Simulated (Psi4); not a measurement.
Run report: SiHClF, property calculation (part 2 of 2)

SiHClF, multiplicity 2, SMILES F[SiH]Cl; M06-L/cc-pV5Z, UKS (Psi4 1.11). The geometry comes from this level: GFN2-xTB.

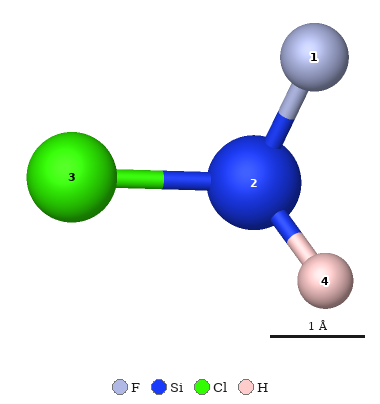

Figure 1. The structure as given in the input (ball-and-stick view, seen at a tilt; atoms are numbered from 1 in the order of the input).

**The program's output, continued**
```
      21A     -0.135230    22A     -0.006998    23A      0.012289
      24A      0.052446    25A      0.088209    26A      0.102352
      27A      0.118351    28A      0.128800    29A      0.143233
      30A      0.172495    31A      0.181609    32A      0.200160
      33A      0.226541    34A      0.240921    35A      0.255860
      36A      0.265336    37A      0.303975    38A      0.307017
      39A      0.354546    40A      0.378225    41A      0.404959
      42A      0.423978    43A      0.441116    44A      0.459592
      45A      0.463994    46A      0.500207    47A      0.505992
      48A      0.524884    49A      0.562576    50A      0.566037
      51A      0.589518    52A      0.601697    53A      0.607442
      54A      0.644110    55A      0.653477    56A      0.669396
      57A      0.687795    58A      0.706922    59A      0.722875
      60A      0.749695    61A      0.777250    62A      0.813270
      63A      0.860721    64A      0.902058    65A      0.947698
      66A      1.011888    67A      1.015892    68A      1.023599
      69A      1.054408    70A      1.056214    71A      1.084401
      72A      1.099297    73A      1.135260    74A      1.157198
      75A      1.159725    76A      1.204549    77A      1.221070
      78A      1.253390    79A      1.328372    80A      1.343174
      81A      1.353249    82A      1.370412    83A      1.397605
      84A      1.400526    85A      1.444352    86A      1.471633
      87A      1.497438    88A      1.504398    89A      1.529816
      90A      1.549515    91A      1.570240    92A      1.583528
      93A      1.598019    94A      1.606007    95A      1.612832
      96A      1.640136    97A      1.651576    98A      1.675194
      99A      1.685490   100A      1.717687   101A      1.752588
     102A      1.767437   103A      1.834804   104A      1.898179
     105A      1.933065   106A      1.969212   107A      2.040260
     108A      2.095441   109A      2.151070   110A      2.173837
     111A      2.195595   112A      2.242431   113A      2.332220
     114A      2.398796   115A      2.417210   116A      2.458545
     117A      2.504652   118A      2.545804   119A      2.552285
     120A      2.581976   121A      2.592951   122A      2.607592
     123A      2.657904   124A      2.668989   125A      2.692222
     126A      2.696726   127A      2.742420   128A      2.754272
     129A      2.779472   130A      2.836540   131A      2.894200
     132A      2.924467   133A      2.987972   134A      3.006184
     135A      3.030044   136A      3.061271   137A      3.114661
     138A      3.130448   139A      3.167212   140A      3.189675
     141A      3.197296   142A      3.224217   143A      3.292620
     144A      3.310541   145A      3.378170   146A      3.402550
     147A      3.418160   148A      3.434824   149A      3.466317
     150A      3.504013   151A      3.563547   152A      3.596048
     153A      3.652849   154A      3.683590   155A      3.736088
     156A      3.748377   157A      3.778688   158A      3.800931
     159A      3.801482   160A      3.824286   161A      3.834783
     162A      3.848628   163A      3.864899   164A      3.880211
     165A      3.905872   166A      3.926274   167A      3.957163
     168A      4.004068   169A      4.020219   170A      4.047543
     171A      4.078021   172A      4.137413   173A      4.144207
     174A      4.179667   175A      4.211463   176A      4.256749
     177A      4.287454   178A      4.323800   179A      4.388470
     180A      4.395052   181A      4.447189   182A      4.465655
     183A      4.514249   184A      4.610837   185A      4.736332
     186A      4.804779   187A      4.930054   188A      4.976884
     189A      5.034093   190A      5.073733   191A      5.120164
     192A      5.170213   193A      5.189731   194A      5.238373
     195A      5.293758   196A      5.446631   197A      5.553311
     198A      5.568996   199A      5.783839   200A      5.825655
     201A      5.904395   202A      6.003051   203A      6.064682
     204A      6.086523   205A      6.087748   206A      6.098896
     207A      6.102396   208A      6.121192   209A      6.134354
     210A      6.169082   211A      6.172138   212A      6.175398
     213A      6.192503   214A      6.204573   215A      6.228126
     216A      6.261732   217A      6.293431   218A      6.347264
     219A      6.400821   220A      6.458708   221A      6.553536
     222A      6.648216   223A      6.675966   224A      6.767953
     225A      6.769592   226A      6.803747   227A      6.836153
     228A      6.882667   229A      6.919506   230A      6.991851
     231A      7.076965   232A      7.137176   233A      7.200211
     234A      7.222852   235A      7.276500   236A      7.349330
     237A      7.446024   238A      7.455163   239A      7.609047
     240A      7.622928   241A      7.668127   242A      7.692617
     243A      7.944953   244A      8.036989   245A      8.132546
     246A      8.247796   247A      8.307561   248A      8.516444
     249A      8.668181   250A      9.201307   251A      9.225042
     252A      9.632063   253A      9.675716   254A     10.136576
     255A     10.147583   256A     10.183096   257A     10.357430
     258A     10.474565   259A     10.501761   260A     10.539910
     261A     10.555714   262A     10.623815   263A     10.771171
     264A     10.833445   265A     10.921290   266A     11.180414
     267A     12.107427   268A     12.133469   269A     12.748410
     270A     13.093394   271A     13.095116   272A     13.190681
     273A     13.222290   274A     13.269215   275A     13.291822
     276A     13.366643   277A     13.401561   278A     13.452110
     279A     13.688037   280A     13.716837   281A     13.951424
     282A     14.013346   283A     14.261933   284A     14.268844
     285A     14.297604   286A     14.545360   287A     14.616650
     288A     14.741966   289A     14.888998   290A     15.050367
     291A     15.097639   292A     15.760625   293A     18.344460
     294A     18.399263   295A     18.419615   296A     18.421834
     297A     18.422748   298A     18.427259   299A     18.438587
     300A     18.440562   301A     18.471545   302A     18.506212
     303A     18.516383   304A     18.528264   305A     18.594364
     306A     18.688856   307A     18.788585   308A     19.095232
     309A     19.751611   310A     23.793665   311A     23.794359
     312A     23.855125   313A     23.868209   314A     24.009534
     315A     24.037875   316A     24.154486   317A     24.193229
     318A     24.265026   319A     25.216869   320A     25.226809
     321A     25.495777   322A     25.524725   323A     25.937876
     324A     25.964146   325A     26.047103   326A     28.507275
     327A     28.537550   328A     28.743273   329A     28.802855
     330A     29.034194   331A     36.688292   332A     36.724940
     333A     37.440459   334A     44.233884   335A     77.204527
     336A     77.622426

    Final Occupation by Irrep:
              A
    DOCC [    20 ]
    SOCC [     1 ]
    NA   [    21 ]
    NB   [    20 ]

  @DF-UKS Final Energy:  -850.26496183839288

   => Energetics <=

    Nuclear Repulsion Energy =            141.8796652849825932
    One-Electron Energy =               -1459.5087904604479263
    Two-Electron Energy =                 527.4865986238245341
    DFT Exchange-Correlation Energy =     -60.1224352867521290
    Empirical Dispersion Energy =           0.0000000000000000
    VV10 Nonlocal Energy =                  0.0000000000000000
    Total Energy =                       -850.2649618383928782

  UHF NO Occupations:
  HONO-2 :   19  A 1.9998518
  HONO-1 :   20  A 1.9991352
  HONO-0 :   21  A 1.0000000
  LUNO+0 :   22  A 0.0008648
  LUNO+1 :   23  A 0.0001482
  LUNO+2 :   24  A 0.0001175
  LUNO+3 :   25  A 0.0000237

Computation Completed

Properties will be evaluated at   0.000000,   0.000000,   0.000000 [a0]

Properties computed using the SCF density matrix

 Multipole Moments:

 ------------------------------------------------------------------------------------
     Multipole            Electronic (a.u.)      Nuclear  (a.u.)        Total (a.u.)
 ------------------------------------------------------------------------------------

 L = 1.  Multiply by 2.5417464519 to convert [e a0] to [Debye]
 Dipole X            :          0.7811354           -0.7707794            0.0103560
 Dipole Y            :         -1.3893808            1.5277147            0.1383339
 Dipole Z            :          1.2074779           -1.6866096           -0.4791317
 Magnitude           :                                                    0.4988092

 ------------------------------------------------------------------------------------

	total time  =        247 seconds =       4.12 minutes

Properties will be evaluated at   0.000000,   0.000000,   0.000000 [a0]
OEProp: No title given, name of density matrix used for the following properties is 'SCF alpha density'

 Multipole Moments:

 ------------------------------------------------------------------------------------
     Multipole            Electronic (a.u.)      Nuclear  (a.u.)        Total (a.u.)
 ------------------------------------------------------------------------------------

 L = 1.  Multiply by 2.5417464519 to convert [e a0] to [Debye]
 Dipole X            :          0.7811354           -0.7707794            0.0103560
 Dipole Y            :         -1.3893808            1.5277147            0.1383339
 Dipole Z            :          1.2074779           -1.6866096           -0.4791317
 Magnitude           :                                                    0.4988092

 L = 2.  Multiply by 1.3450342976 to convert [e a0^2] to [Debye ang]
 Quadrupole XX       :       -214.6233954          191.5556482          -23.0677473
 Quadrupole XY       :         24.8051397          -24.9944676           -0.1893279
 Quadrupole XZ       :         29.9939453          -28.6067444            1.3872010
 Quadrupole YY       :        -33.0431349           10.8444526          -22.1986824
 Quadrupole YZ       :          6.7332985           -7.0147978           -0.2814993
 Quadrupole ZZ       :        -65.4823880           42.6177061          -22.8646819
 Traceless XX        :       -110.2404227          109.8830459           -0.3573768
 Traceless YY        :         71.3398378          -70.8281497            0.5116881
 Traceless ZZ        :         38.9005848          -39.0548962           -0.1543114

 ------------------------------------------------------------------------------------
  Mulliken Charges: (a.u.)
   Center  Symbol    Alpha    Beta     Spin     Total
       1     F     4.67057  4.62302  0.04755 -0.29359
       2    SI     7.24468  6.47980  0.76488  0.27553
       3    CL     8.49102  8.40042  0.09060  0.10857
       4     H     0.59373  0.49676  0.09697 -0.09050

   Total alpha = 21.00000, Total beta = 20.00000, Total charge =  0.00000

  Lowdin Charges: (a.u.)
   Center  Symbol    Alpha    Beta     Spin     Total
       1     F     4.33651  4.27373  0.06278  0.38976
       2    SI     7.74483  6.99540  0.74943 -0.74023
       3    CL     8.25032  8.14146  0.10886  0.60822
       4     H     0.66834  0.58941  0.07893 -0.25775

  Total alpha = 21.00000, Total beta = 20.00000, Total charge =  0.00000
```

**Standard output**
```
total energy -850.26496184 hartree = -23136.88808 eV
CURRENT ENERGY                                   -850.2649618384
CURRENT REFERENCE ENERGY                         -850.2649618384
DD SOLVATION ENERGY                                 0.0000000000
DFT FUNCTIONAL TOTAL ENERGY                      -850.2649618384
DFT TOTAL ENERGY                                 -850.2649618384
DFT VV10 ENERGY                                     0.0000000000
DFT XC ENERGY                                     -60.1224352868
GRID ELECTRONS ALPHA                               20.9999996404
GRID ELECTRONS BETA                                19.9999996665
GRID ELECTRONS TOTAL                               40.9999993069
NUCLEAR REPULSION ENERGY                          141.8796652850
ONE-ELECTRON ENERGY                             -1459.5087904604
PCM POLARIZATION ENERGY                             0.0000000000
PE ENERGY                                           0.0000000000
SCF ITERATION ENERGY                             -850.2649618384
SCF ITERATIONS                                     10.0000000000
SCF TOTAL ENERGY                                 -850.2649618384
TWO-ELECTRON ENERGY                               527.4865986238
XC GRID RADIAL POINTS                              99.0000000000
XC GRID SPHERICAL POINTS                          590.0000000000
XC GRID TOTAL POINTS                           224605.0000000000
```

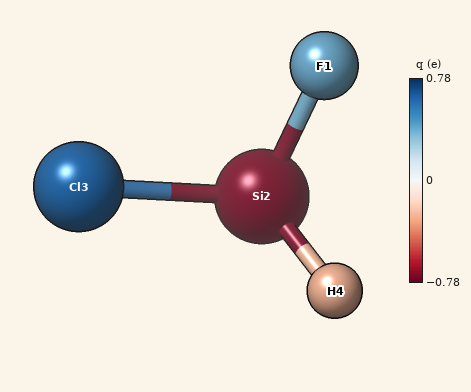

Figure 2. Löwdin charges, as the colour of each atom (ball-and-stick view, seen on its broad side; atoms are numbered from 1 in the order of the input). By element: F +0.39, Si −0.74, Cl +0.61 and H −0.26 e.

The run was set up as follows.

**The input (job.py)**
```python
import psi4

psi4.set_memory('1600 MB')
psi4.set_num_threads(1)
psi4.set_output_file('clfhsi.out', False)

m = psi4.geometry("""
0 2
F     -1.87640356    -0.64687215     2.00783401
Si    -0.38718599    -0.42180577    -0.65656644
Cl     3.27419618    -1.03299989     0.14261763
H     -1.01060663     2.10167781    -1.49388519
units au
symmetry c1
""")

psi4.set_options({
    'basis': 'cc-pV5Z',
    'reference': 'uks',
    'puream': True,
    'scf_type': 'df',
    'dft_radial_points': 99,
    'dft_spherical_points': 590,
    'maxiter': 150,
})

e, wfn = psi4.energy("m06-l", molecule=m, return_wfn=True)
psi4.oeprop(wfn, "DIPOLE", "QUADRUPOLE", "MULLIKEN_CHARGES", "LOWDIN_CHARGES")
print(f'total energy {e:.8f} hartree = {e * 27.211386:.5f} eV')
for k, v in sorted(psi4.core.scalar_variables().items()):
    print(f'{k:45s} {v:18.10f}')
```

Command:
```bash
python job.py
```

**Key numbers**

| quantity | value |
| --- | --- |
| outcome | converged |
| total energy | −850.264962 hartree |
| basis functions | 336 |
| ⟨S²⟩ | 0.752 |
| dipole moment | 1.27 D |
| hardware | 1 thread of Intel Xeon @ 2.50GHz (Skylake/Cascade Lake), 64 GiB of memory available, shared host |
| wall time | 4.1 min |
| peak memory | 1.6 GiB |
